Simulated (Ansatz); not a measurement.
The reference is ZnS in the zinc blende structure (space group F-43m, No. 216; a = 5.297 Å). Axes: x, y, z lie along the cube axes.

It is then changed as follows: compressive biaxial strain of 0.42 % in the plane normal to [111], as in epitaxy on a mismatched substrate; the out-of-plane cell vector and the atoms relax.

Calculations: LDA (Ansatz, a quantum-chemistry and plane-wave program, PAW, no SOC).

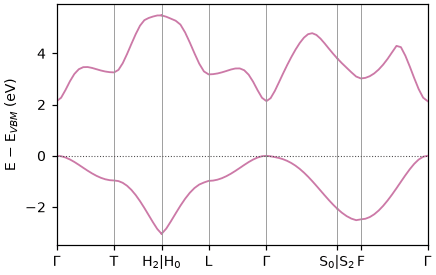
Figure: Highest valence and lowest conduction band along the path of the changed cell's own zone

The gap is 2.14 eV, direct at Γ; the base has 2.13 eV.

Whether these cells are dynamically stable was not tested. Labels are those of the standard path for the cell's own space group.
